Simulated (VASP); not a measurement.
Band structure of BN (hex). Level of theory: r2SCAN+rVV10, VASP's PBE PAW potentials (set 64) (plane waves; VASP 6.6.1).

The path is coarsely sampled, so an indirect gap can come out somewhat too large.

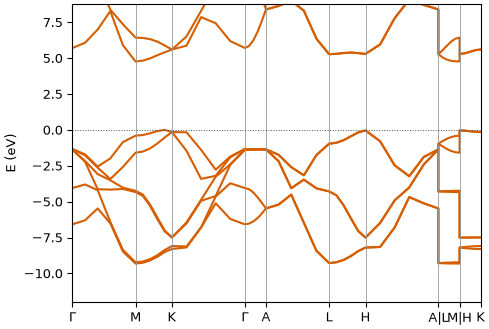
Fig. 1. Bands along high-symmetry lines, zero at the valence-band maximum or, without a gap, the Fermi level

### Question
Read the plot: is there a gap, and where are the band edges?

### Answer
The gap is indirect, 4.77 eV, from the valence maximum at M-K at 0.80 to the conduction minimum at M.

The compound is BN in the hex structure. It was relaxed first.
